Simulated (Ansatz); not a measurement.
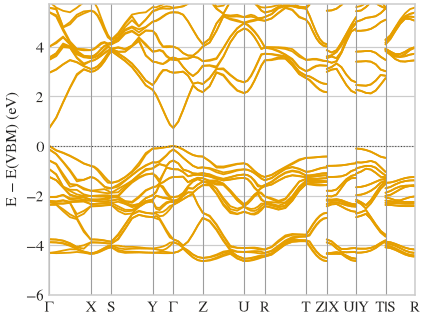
Figure. Band structure from DFT-r²SCAN with spin–orbit coupling in the program Ansatz with PAW potentials

Problem. Read off the gap and where the band edges lie.

Solution. About 0.7 eV (0.73 eV by a search for the band edges); maximum at Γ, minimum at Γ.

The material is Cd4TeSe3 in space group Pmm2 (No. 25; Pearson symbol oP8).

The first step of the workflow began from a Materials Project structure, measured or hypothetical; the Crystallography Open Database copy checked does not list it. Whether it is the stable phase at ambient conditions was not checked. The cell was relaxed with r²SCAN under the symmetry of its start; its stability against distortions is not shown here.

Potentials: the later of the program's two PAW sets.
